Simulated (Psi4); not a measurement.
# AlF2 (SMILES [F][Al][F]): UPBE0/6-31G (sweep point 3)

What is the vertical electron affinity of AlF2 at UPBE0/6-31G (sweep point 3)? 

The results are computed with Psi4 1.11.

## 1. The structure to begin with

The species is AlF2 (3 atoms), meant as a doublet with charge 0. As SMILES, `[F][Al][F]`. The shape is that of a PBE0-D4/def2-TZVP optimisation.

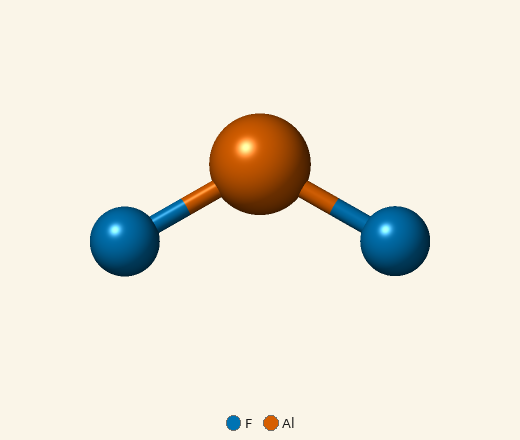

Viewed from a chosen angle; fluorine blue, aluminium orange.

## 2. The energy at UPBE0/6-31G (sweep point 3)

input.dat reads:

```
memory 1600 MB

molecule mol {
  0 2
  F      0.533000    -1.361200     0.136400
  Al     0.388700     0.275400     0.245200
  F     -0.932500     1.021000    -0.394800
  units angstrom
  symmetry c1
}

set {
  basis 6-31G
  reference uks
  puream true
  scf_type pk
  dft_radial_points 99
  dft_spherical_points 590
  maxiter 150
}

e = energy('pbe0')
```

Command:

```
psi4 -i input.dat -o output.dat -n 1
```

output.dat:

```text
[...]
  Running in c1 symmetry.
[...]
  Nuclear repulsion =   90.260752901983039
[...]
  Multiplicity = 2
[...]
  Nalpha       = 16
  Nbeta        = 15
[...]
    Number of basis functions: 31
[...]
   @UKS iter   1:  -441.67632155632089   -5.04131e-01   2.06337e-02 ADIIS/DIIS
[...]
   @UKS iter   9:  -441.82175132418547   -5.59339e-10   8.74428e-08 DIIS
[...]
   @S^2 Observed:                7.515004415E-01
[...]
    Orbital Energies [Eh]
    ---------------------
    Alpha Occupied:
       1A    -56.243713     2A    -24.751268     3A    -24.751253
       4A     -4.273683     5A     -2.803101     6A     -2.801966
       7A     -2.801260     8A     -1.193544     9A     -1.184551
      10A     -0.497470    11A     -0.457050    12A     -0.432963
      13A     -0.432103    14A     -0.408979    15A     -0.408178
      16A     -0.262211
    Alpha Virtual:
      17A     -0.053556    18A      0.035697    19A      0.042500
      20A      0.124444    21A      0.166675    22A      0.256860
      23A      0.283086    24A      1.182606    25A      1.221290
[...]
  @UKS Final Energy:  -441.82175132418547
   => Energetics <=
    Nuclear Repulsion Energy =             90.2607529019830395
    One-Electron Energy =                -795.9170625007985791
    Two-Electron Energy =                 293.6567040582363575
    DFT Exchange-Correlation Energy =     -29.8221457836062207
    Empirical Dispersion Energy =           0.0000000000000000
    VV10 Nonlocal Energy =                  0.0000000000000000
    Total Energy =                       -441.8217513241854704
[...]
 Multipole Moments:
 ------------------------------------------------------------------------------------
     Multipole            Electronic (a.u.)      Nuclear  (a.u.)        Total (a.u.)
 ------------------------------------------------------------------------------------
 L = 1.  Multiply by 2.5417464519 to convert [e a0] to [Debye]
 Dipole X            :          0.5818937            0.1678201            0.7497138
 Dipole Y            :          0.3743448            0.1079606            0.4823054
 Dipole Z            :         -0.0000000           -0.0000000           -0.0000000
 Magnitude           :                                                    0.8914535
[...]
```

It took 12 s on 1 thread of Intel Xeon Platinum 8175M at 2.50GHz (Skylake/Cascade Lake), shared host; peak memory 0.34 GiB.

## 3. The singlet anion

calc.inp reads:

```
memory 1600 mb

molecule {
  -1 1
  F      0.533000    -1.361200     0.136400
  Al     0.388700     0.275400     0.245200
  F     -0.932500     1.021000    -0.394800
  units angstrom
  symmetry c1
}

set {
  puream true
  scf_type pk
  dft_radial_points 99
  dft_spherical_points 590
}

result, w = energy('pbe0/6-31G', return_wfn=True)
```

Command:

```
psi4 -n 1 calc.inp calc.out
```

calc.out:

```text
[...]
  Running in c1 symmetry.
[...]
  Nuclear repulsion =   90.260752901983039
[...]
  Multiplicity = 1
[...]
  Nalpha       = 16
  Nbeta        = 16
[...]
    Number of basis functions: 31
[...]
   @RKS iter   1:  -441.70776197888983   -5.35572e-01   2.20937e-02 DIIS/ADIIS
[...]
   @RKS iter   7:  -441.87745809707081   -1.68200e-09   4.39941e-07 DIIS
[...]
    Orbital Energies [Eh]
    ---------------------
    Doubly Occupied:
       1A    -55.935720     2A    -24.507567     3A    -24.507549
       4A     -3.968533     5A     -2.497985     6A     -2.497378
       7A     -2.494758     8A     -0.950181     9A     -0.941640
      10A     -0.256043    11A     -0.218153    12A     -0.197310
      13A     -0.194477    14A     -0.176523    15A     -0.174337
      16A      0.023875
[...]
  @RKS Final Energy:  -441.87745809707081
   => Energetics <=
    Nuclear Repulsion Energy =             90.2607529019830395
    One-Electron Energy =                -803.9659873701791639
    Two-Electron Energy =                 301.8359512200945005
    DFT Exchange-Correlation Energy =     -30.0081748489692401
    Empirical Dispersion Energy =           0.0000000000000000
    VV10 Nonlocal Energy =                  0.0000000000000000
    Total Energy =                       -441.8774580970708143
[...]
 Multipole Moments:
 ------------------------------------------------------------------------------------
     Multipole            Electronic (a.u.)      Nuclear  (a.u.)        Total (a.u.)
 ------------------------------------------------------------------------------------
 L = 1.  Multiply by 2.5417464519 to convert [e a0] to [Debye]
 Dipole X            :         -1.0416136            0.1678201           -0.8737935
 Dipole Y            :         -0.6700813            0.1079606           -0.5621207
 Dipole Z            :         -0.0000000           -0.0000000           -0.0000000
 Magnitude           :                                                    1.0389874
[...]
```

Wall time 8.1 s (1 thread of Intel Xeon Platinum 8175M at 2.50GHz (Skylake/Cascade Lake), shared host); peak memory 0.34 GiB.

## 4. Outcome

Level: UPBE0/6-31G (sweep point 3).

| quantity | value |
| --- | --- |
| doublet AlF2: total energy | -441.82175 Eh |
| doublet AlF2: dipole moment | 2.27 D |
| doublet AlF2: HOMO energy (highest over α and β) | -7.14 eV |
| doublet AlF2: LUMO energy (lowest over α and β) | -3.63 eV |
| doublet AlF2: ⟨S²⟩ | 0.751 |
| singlet anion: total energy | -441.87746 Eh |
| singlet anion: HOMO energy | 0.65 eV |
| singlet anion: LUMO energy | 4.76 eV |
| singlet anion: HOMO–LUMO gap (to an unbound level, set by the basis) | 4.11 eV |
| vertical electron affinity (to the singlet anion) | 1.516 eV |

At fixed nuclei the extra electron is bound by 1.52 eV (35 kcal/mol). The HOMO (singlet anion) lies at positive energy, 0.65 eV; only total energies tell whether the electron is bound.
